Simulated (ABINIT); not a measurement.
## GaAs (F-43m): G0W0 in ABINIT against the screening cutoff in the self-energy

Aim: move the screening cutoff in the self-energy of a G0W0 run on GaAs (F-43m) over a wide range.

Method: PBE and many-body steps on it, plane waves, in ABINIT 10.8.3.

## Step 1: The structure

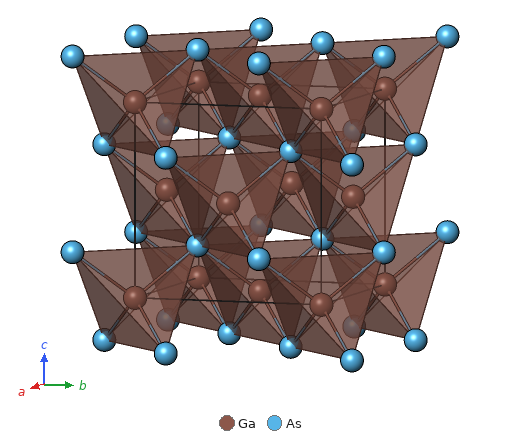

The starting structure, seen slightly off an axis (gallium brown, arsenic blue). This picture shows the conventional cell, with its axes. Some periodic images of atoms are drawn too.

The cell and positions come from the Crystallography Open Database and are kept as given unless a step says otherwise.

## Step 2: Screening, 4×4×4 mesh, 304 bands, screening to 272.1 eV

This step: ABINIT 10.8.3; RPA screening on PBE, plane waves, norm-conserving pseudopotentials.

The RPA dielectric matrix is built and inverted for each q.

run.abi reads:

```
acell 3*1.0 Angstrom
rprim 
  0.000000000000 2.826850000000 2.826850000000
  2.826850000000 0.000000000000 2.826850000000
  2.826850000000 2.826850000000 -0.000000000000
ntypat 2
znucl 31 33
natom 2
typat 1 2
xred 
  0.000000000000 0.000000000000 0.000000000000
  0.250000000000 0.250000000000 0.250000000000
pp_dirpath "pseudos"
pseudos "Ga.upf, As.upf"
ecut 38
ngkpt 4 4 4
nshiftk 1
shiftk 0 0 0
kptopt 1
chksymbreak 0
istwfk *1
occopt 1
irdwfk 1
optdriver 3
nband 304
ecuteps 10
inclvkb 2
awtr 1
symchi 1
indata_prefix "in"
outdata_prefix "out"
tmpdata_prefix "tmp"
```

The run is started by

```bash
$ OMP_NUM_THREADS=1 mpirun -n 8 abinit run.abi > log
```

What it wrote:

```text
.Version 10.8.3 of ABINIT. v10.8.2 released Aug 2026.

 Symmetries : space group F-4 3 m (#216); Bravais cF (face-center cubic)
[... echo of the input left out ...]
== DATASET  1 ==================================================================
-   mpi_nproc: 8, omp_nthreads: 1 (-1 if OMP is not activated)

--- !DatasetInfo
iteration_state: {dtset: 1, }
dimensions: {natom: 2, nkpt: 8, mband: 304, nsppol: 1, nspinor: 1, nspden: 1, mpw: 3479, }
cutoff_energies: {ecut:  38.0, pawecutdg:  -1.0, }
electrons: {nelect:   2.80000000E+01, charge:   0.00000000E+00, occopt:   1.00000000E+00, tsmear:   1.00000000E-02, }

 SCREENING: Calculation of the susceptibility and dielectric matrices

 Based on a program developped by R.W. Godby, V. Olevano, G. Onida, and L. Reining.
 Incorporated in ABINIT by V. Olevano, G.-M. Rignanese, and M. Torrent.
.Using double precision arithmetic ; gwpc =  8

[... cell and pseudopotentials left out ...]
--------------------------------------------------------------------------------

 ==== K-mesh for the wavefunctions ====
 Number of points in the irreducible wedge :     8
[... list of points left out ...]
 Together with 24 symmetry operations and time-reversal symmetry
 yields    64 points in the full Brillouin Zone.

 ==== Q-mesh for the screening function ====
 Number of points in the irreducible wedge :     8
[... list of points left out ...]
 Together with 24 symmetry operations and time-reversal symmetry
 yields    64 points in the full Brillouin Zone.

 setmesh: FFT mesh size selected  =    32x   32x   32
          total number of points  =        32768

 vcoul_init : cutoff-mode = AUXILIARY_FUNCTION
 q-points for optical limit:   1
     1)      0.000010    0.000020    0.000030

- screening: taking advantage of time-reversal symmetry
- Maximum band index for partially occupied states nbvw = 14
- Remaining bands to be divided among processors   nbcw = 290
- Number of bands treated by each node ~36

 Number of electrons calculated from density =   28.0000; Expected =   28.0000
 average of density, n =  0.091838
 r_s =    1.3750
 omega_plasma =   29.2326 [eV]

 calculating chi0 at frequencies [eV] :
  1    0.000000E+00    0.000000E+00
  2    0.000000E+00    2.923258E+01

--------------------------------------------------------------------------------
  q-point number  1        q = ( 0.000000, 0.000000, 0.000000) [r.l.u.]
--------------------------------------------------------------------------------
[... chi0 elements left out ...]
 For q-point:  0.000010 0.000020 0.000030
  dielectric constant = 139.5571
  dielectric constant without local fields = 147.8650

  Average fulfillment of the sum rule on Im[epsilon] for q-point    1 :    114.89  [%]
[... wings left out ...]
  q-point number  2        q = ( 0.250000, 0.000000, 0.000000) [r.l.u.]
--------------------------------------------------------------------------------
[... chi0 elements left out ...]
  Average fulfillment of the sum rule on Im[epsilon] for q-point    2 :    137.46  [%]

 [... 6 further q-points ...]
```

Wall time 2.2 min (8 MPI ranks of Intel Xeon Platinum 8259CL at 2.50GHz (Skylake/Cascade Lake), shared host); peak memory 2.7 GiB.

This step gave:

| Quantity | Value |
| --- | --- |
| ε∞ with local fields, on this mesh, along the program's q direction | 139.6 |
| the same without local fields | 147.9 |
| plasma frequency | 29.23 eV |
| plane waves in the screening matrix | 459 |

Local fields lower ε∞ by 6 %. The value itself is an artefact of the mesh, where one narrow direct gap carries too much weight.

## Step 3: 1 Ha

This step: G0W0 on PBE, plane waves, norm-conserving pseudopotentials.

Edit run.abi of step 2 so:

```diff
@@ -23,8 +23,15 @@
 irdwfk 1
-optdriver 3
+optdriver 4
 nband 304
-ecuteps 10
-inclvkb 2
-awtr 1
-symchi 1
+gwcalctyp 0
+ecutsigx 38
+symsigma 1
+nkptgw 1
+kptgw 
+  0.0000000000 0.0000000000 0.0000000000
+bdgw 
+  12 18
+ecuteps 1
+irdscr 1
+ppmodel 1
 indata_prefix "in"
```

What it wrote:

```text
.Version 10.8.3 of ABINIT. v10.8.2 released Aug 2026.

 Symmetries : space group F-4 3 m (#216); Bravais cF (face-center cubic)
[... echo of the input left out ...]
== DATASET  1 ==================================================================
-   mpi_nproc: 8, omp_nthreads: 1 (-1 if OMP is not activated)

--- !DatasetInfo
iteration_state: {dtset: 1, }
dimensions: {natom: 2, nkpt: 8, mband: 304, nsppol: 1, nspinor: 1, nspden: 1, mpw: 3479, }
cutoff_energies: {ecut:  38.0, pawecutdg:  -1.0, }
electrons: {nelect:   2.80000000E+01, charge:   0.00000000E+00, occopt:   1.00000000E+00, tsmear:   1.00000000E-02, }

 SIGMA: Calculation of the GW corrections

 Based on a program developped by R.W. Godby, V. Olevano, G. Onida, and L. Reining.
 Incorporated in ABINIT by V. Olevano, G.-M. Rignanese, and M. Torrent.
.Using double precision arithmetic ; gwpc =  8

[... cell and pseudopotentials left out ...]
--------------------------------------------------------------------------------

 ==== K-mesh for the wavefunctions ====
 Number of points in the irreducible wedge :     8
[... list of points left out ...]
 Together with 24 symmetry operations and time-reversal symmetry
 yields    64 points in the full Brillouin Zone.

 ==== Q-mesh for screening function ====
 Number of points in the irreducible wedge :     8
[... list of points left out ...]
 Together with 24 symmetry operations and time-reversal symmetry
 yields    64 points in the full Brillouin Zone.

 vcoul_init : cutoff-mode = AUXILIARY_FUNCTION
 q-points for optical limit:   1
     1)      0.000010    0.000020    0.000030
 setmesh: FFT mesh size selected  =    45x   45x   45
          total number of points  =        91125

 Number of electrons calculated from density =   28.0000; Expected =   28.0000
 average of density, n =  0.091838
 r_s =    1.3750
 omega_plasma =   29.2326 [eV]

 === KS Band Gaps ===
  >>>> For spin  1
   Minimum direct gap =   0.5137 [eV], located at k-point      :   0.0000  0.0000  0.0000
   Fundamental gap    =   0.5137 [eV], Top of valence bands at :   0.0000  0.0000  0.0000
                                       Bottom of conduction at :   0.0000  0.0000  0.0000
 SIGMA fundamental parameters:
 PLASMON POLE MODEL  1
 number of plane-waves for SigmaX                 3479
 number of plane-waves for SigmaC and W             15
 number of plane-waves for wavefunctions          3479
 number of bands                                   304
 number of independent spin polarizations            1
 number of spinorial components                      1
 number of k-points in IBZ                           8
 number of q-points in IBZ                           8
 number of symmetry operations                      24
 number of k-points in BZ                           64
 number of q-points in BZ                           64
 number of frequencies for dSigma/dE                 9
 frequency step for dSigma/dE [eV]                0.25
 number of omega for Sigma on real axis              0
 max omega for Sigma on real axis  [eV]           0.00
 zcut for avoiding poles [eV]                     0.10

 EPSILON^-1 parameters (SCR file):
 dimension of the eps^-1 matrix on file            459
 dimension of the eps^-1 matrix used                15
 number of plane-waves for wavefunctions          3479
 number of bands                                   304
 number of q-points in IBZ                           8
 number of frequencies                               2
 number of real frequencies                          1
 number of imag frequencies                          1

 matrix elements of self-energy operator (all in [eV])

 Perturbative Calculation

--- !SelfEnergy_ee
iteration_state: {dtset: 1, }
kpoint     : [   0.000,    0.000,    0.000, ]
spin       : 1
KS_gap     :    0.514
QP_gap     :    1.076
Delta_QP_KS:    0.563
data: !SigmaeeData |
     Band     E0 <VxcDFT>   SigX SigC(E0)      Z dSigC/dE  Sig(E)    E-E0       E
       12   4.024 -13.358 -15.769   1.921   0.813  -0.230 -13.756  -0.398   3.626
       13   4.024 -13.358 -15.769   1.921   0.813  -0.230 -13.756  -0.398   3.626
       14   4.024 -13.358 -15.769   1.921   0.813  -0.230 -13.756  -0.398   3.626
       15   4.538 -13.901 -10.298  -3.401   0.816  -0.226 -13.736   0.165   4.702
       16   7.763 -10.841  -6.854  -3.814   0.812  -0.232 -10.700   0.141   7.903
       17   7.763 -10.841  -6.854  -3.814   0.812  -0.232 -10.700   0.141   7.903
       18   7.763 -10.841  -6.854  -3.814   0.812  -0.232 -10.700   0.141   7.903

== END DATASET(S) ==============================================================
================================================================================

 -outvars: echo values of variables after computation  --------
           etotal      0.0000000000E+00
            nband         304
             nkpt           8
          spgroup         216
 [... the other variables as echoed above ...]

 Calculation completed.
```

It took 4.9 s on 8 MPI ranks; peak memory 0.76 GiB.

Numbers from this step:

| Quantity | Value |
| --- | --- |
| G0W0 gap on the points computed | 1.076 eV |
| starting gap on the mesh | 0.5137 eV |
| k of the valence top | 0, 0, 0 |
| k of the conduction bottom | 0, 0, 0 |
| Z at the valence top | 0.813 |
| Z at the conduction bottom | 0.816 |
| least direct G0W0 gap on the computed points | 1.076 eV |

## Step 4: 2 Ha

Edit run.abi of step 3 so:

```diff
@@ -33,3 +33,3 @@
   12 18
-ecuteps 1
+ecuteps 2
 irdscr 1
```

What it wrote:

```text
.Version 10.8.3 of ABINIT. v10.8.2 released Aug 2026.

 Symmetries : space group F-4 3 m (#216); Bravais cF (face-center cubic)
[... echo of the input left out ...]
== DATASET  1 ==================================================================
-   mpi_nproc: 8, omp_nthreads: 1 (-1 if OMP is not activated)

--- !DatasetInfo
iteration_state: {dtset: 1, }
dimensions: {natom: 2, nkpt: 8, mband: 304, nsppol: 1, nspinor: 1, nspden: 1, mpw: 3479, }
cutoff_energies: {ecut:  38.0, pawecutdg:  -1.0, }
electrons: {nelect:   2.80000000E+01, charge:   0.00000000E+00, occopt:   1.00000000E+00, tsmear:   1.00000000E-02, }

 SIGMA: Calculation of the GW corrections

 Based on a program developped by R.W. Godby, V. Olevano, G. Onida, and L. Reining.
 Incorporated in ABINIT by V. Olevano, G.-M. Rignanese, and M. Torrent.
.Using double precision arithmetic ; gwpc =  8

[... cell and pseudopotentials left out ...]
--------------------------------------------------------------------------------

 ==== K-mesh for the wavefunctions ====
 Number of points in the irreducible wedge :     8
[... list of points left out ...]
 Together with 24 symmetry operations and time-reversal symmetry
 yields    64 points in the full Brillouin Zone.

 ==== Q-mesh for screening function ====
 Number of points in the irreducible wedge :     8
[... list of points left out ...]
 Together with 24 symmetry operations and time-reversal symmetry
 yields    64 points in the full Brillouin Zone.

 vcoul_init : cutoff-mode = AUXILIARY_FUNCTION
 q-points for optical limit:   1
     1)      0.000010    0.000020    0.000030
 setmesh: FFT mesh size selected  =    45x   45x   45
          total number of points  =        91125

 Number of electrons calculated from density =   28.0000; Expected =   28.0000
[...]
number of q-points in BZ                           64
 number of frequencies for dSigma/dE                 9
 frequency step for dSigma/dE [eV]                0.25
 number of omega for Sigma on real axis              0
 max omega for Sigma on real axis  [eV]           0.00
 zcut for avoiding poles [eV]                     0.10

 EPSILON^-1 parameters (SCR file):
 dimension of the eps^-1 matrix on file            459
 dimension of the eps^-1 matrix used                51
 number of plane-waves for wavefunctions          3479
 number of bands                                   304
 number of q-points in IBZ                           8
 number of frequencies                               2
 number of real frequencies                          1
 number of imag frequencies                          1

 matrix elements of self-energy operator (all in [eV])

 Perturbative Calculation

--- !SelfEnergy_ee
iteration_state: {dtset: 1, }
kpoint     : [   0.000,    0.000,    0.000, ]
spin       : 1
KS_gap     :    0.514
QP_gap     :    1.096
Delta_QP_KS:    0.583
data: !SigmaeeData |
     Band     E0 <VxcDFT>   SigX SigC(E0)      Z dSigC/dE  Sig(E)    E-E0       E
       12   4.024 -13.358 -15.769   1.543   0.801  -0.248 -14.053  -0.695   3.329
       13   4.024 -13.358 -15.769   1.543   0.801  -0.248 -14.053  -0.695   3.329
       14   4.024 -13.358 -15.769   1.543   0.801  -0.248 -14.053  -0.695   3.329
       15   4.538 -13.901 -10.298  -3.743   0.802  -0.246 -14.013  -0.112   4.425
       16   7.763 -10.841  -6.854  -4.165   0.803  -0.246 -10.984  -0.143   7.620
       17   7.763 -10.841  -6.854  -4.165   0.803  -0.246 -10.984  -0.143   7.620
       18   7.763 -10.841  -6.854  -4.165   0.803  -0.246 -10.984  -0.143   7.620

== END DATASET(S) ==============================================================
================================================================================

 -outvars: echo values of variables after computation  --------
           etotal      0.0000000000E+00
            nband         304
             nkpt           8
          spgroup         216
 [... the other variables as echoed above ...]

 Calculation completed.
```

Elapsed: 4.7 s, on 8 MPI ranks; peak memory 0.78 GiB; 36 s of CPU time.

Numbers from this step:

```yaml
g0w0_gap_on_the_points_computed: 1.096 eV
starting_gap_on_the_mesh: 0.5137 eV
k_of_the_valence_top: 0, 0, 0
k_of_the_conduction_bottom: 0, 0, 0
z_at_the_valence_top: 0.801
z_at_the_conduction_bottom: 0.802
least_direct_g0w0_gap_on_the_computed_points: 1.096 eV
```

## Step 5: 3.5 Ha

The self-energy is evaluated for the states that the input lists, and the levels follow from it, in one-shot runs by the linearised quasiparticle equation.

Edit run.abi of step 4 so:

```diff
@@ -33,3 +33,3 @@
   12 18
-ecuteps 2
+ecuteps 3.5
 irdscr 1
```

What it wrote:

```text
.Version 10.8.3 of ABINIT. v10.8.2 released Aug 2026.

 Symmetries : space group F-4 3 m (#216); Bravais cF (face-center cubic)
[... echo of the input left out ...]
== DATASET  1 ==================================================================
-   mpi_nproc: 8, omp_nthreads: 1 (-1 if OMP is not activated)

--- !DatasetInfo
iteration_state: {dtset: 1, }
dimensions: {natom: 2, nkpt: 8, mband: 304, nsppol: 1, nspinor: 1, nspden: 1, mpw: 3479, }
cutoff_energies: {ecut:  38.0, pawecutdg:  -1.0, }
[...]
16   7.763 -10.841  -6.854  -4.297   0.800  -0.250 -11.089  -0.248   7.515
       17   7.763 -10.841  -6.854  -4.297   0.800  -0.250 -11.089  -0.248   7.515
       18   7.763 -10.841  -6.854  -4.297   0.800  -0.250 -11.089  -0.248   7.515

== END DATASET(S) ==============================================================
================================================================================

 -outvars: echo values of variables after computation  --------
           etotal      0.0000000000E+00
            nband         304
             nkpt           8
          spgroup         216
 [... the other variables as echoed above ...]

 Calculation completed.
```

Run time: 6.3 s. Hardware: 8 MPI ranks; peak memory 1.6 GiB.

This step gave:

| Property | Result |
| --- | --- |
| G0W0 gap on the points computed | 1.063 eV |
| starting gap on the mesh | 0.5137 eV |
| k of the valence top | 0, 0, 0 |
| k of the conduction bottom | 0, 0, 0 |
| least direct G0W0 gap on the computed points | 1.063 eV |

The gap on the mesh goes from 0.51 eV to 1.06 eV, a correction of +0.55 eV.

## Step 6: 5 Ha

Edit run.abi of step 5 so:

```diff
@@ -33,3 +33,3 @@
   12 18
-ecuteps 3.5
+ecuteps 5
 irdscr 1
```

What it wrote:

```text
.Version 10.8.3 of ABINIT. v10.8.2 released Aug 2026.

 Symmetries : space group F-4 3 m (#216); Bravais cF (face-center cubic)
[... echo of the input left out ...]
== DATASET  1 ==================================================================
-   mpi_nproc: 8, omp_nthreads: 1 (-1 if OMP is not activated)

--- !DatasetInfo
iteration_state: {dtset: 1, }
dimensions: {natom: 2, nkpt: 8, mband: 304, nsppol: 1, nspinor: 1, nspden: 1, mpw: 3479, }
cutoff_energies: {ecut:  38.0, pawecutdg:  -1.0, }
[...]
16   7.763 -10.841  -6.854  -4.330   0.800  -0.251 -11.115  -0.274   7.488
       17   7.763 -10.841  -6.854  -4.330   0.800  -0.251 -11.115  -0.274   7.488
       18   7.763 -10.841  -6.854  -4.330   0.800  -0.251 -11.115  -0.274   7.488

== END DATASET(S) ==============================================================
================================================================================

 -outvars: echo values of variables after computation  --------
           etotal      0.0000000000E+00
            nband         304
             nkpt           8
          spgroup         216
 [... the other variables as echoed above ...]

 Calculation completed.
```

Wall time 8.2 s (8 MPI ranks); peak memory 1.5 GiB; 64 s of CPU time.

This step gave:

```
G0W0 gap on the points computed              : 1.060 eV
starting gap on the mesh                     : 0.5137 eV
k of the valence top                         : 0, 0, 0
k of the conduction bottom                   : 0, 0, 0
least direct G0W0 gap on the computed points : 1.060 eV
```

Against the run before, the gap moves by −0.003 eV.

(Part 1 of 2 ends here.)

[Paths, hosts, dates, memory and timing lines, banners, echoed tables and standing remarks are left out of the program output.]

[Logs are printed without paths, hosts, clocks, repeated set-up lines and the standing remarks that a program may print on its own settings, such as how far it seeks lower states.]

[Runs of the session that timed out or met a known fault of the program may be left out.]

[Hosts, paths, dates, database ids (printed as entryN), source tags and the programs' standing remarks are cut or masked in the printed files.]

[G0W0 gaps are taken among the corrected bands and points alone; a level outside them can change the order at an edge.]

[Where Ansatz stands beside ABINIT at settings called matched, ABINIT's density can come from a denser mesh and the files from another edition; pairs whose starting gaps differed by over 0.03 eV were left out, so agreement reads better than it is.]
